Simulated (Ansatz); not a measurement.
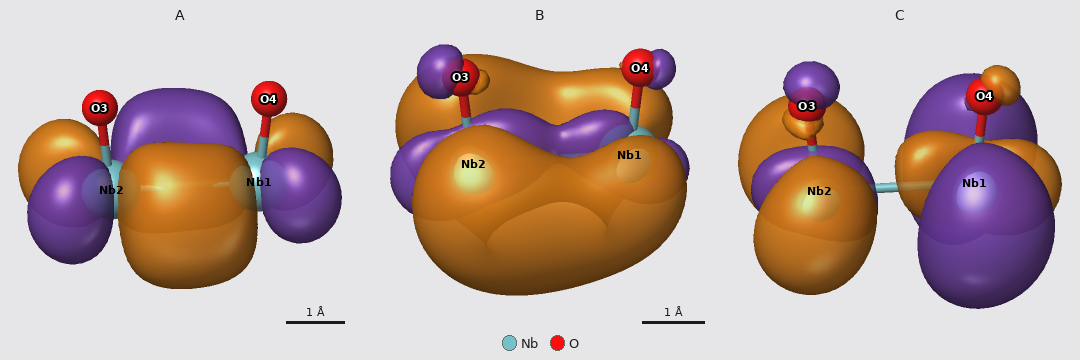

Nb₂O₂ (charge +1, doublet). Three frontier orbitals at ±0.08 Å⁻³ᐟ² (orange and purple are the two phases), in no order.

Geometry: r2SCAN-D4/def2-TZVP; ⟨S²⟩ = 0.95, above the pure value of 0.75; core potentials replace the inner electrons of Nb.

All numbers below come from Ansatz 0.2.0, UKS PBE0-D4/def2-TZVP.

**Which picture is the HOMO−1, the HOMO and the LUMO? All are α orbitals.**

A is the HOMO−1 (α) (−11.33 eV). Its weight (Hirshfeld) is mainly on Nb1 (about 50 %) and Nb2 (about 50 %). B is the HOMO (α) (−10.75 eV). It lies mainly on Nb1 (about 50 %) and Nb2 (about 50 %). C is the LUMO (α) (−7.84 eV). It lies mainly on Nb1 (about 50 %) and Nb2 (about 50 %).

**What is the gap between the highest occupied and lowest empty α orbitals?**

2.91 eV between the orbital energies.
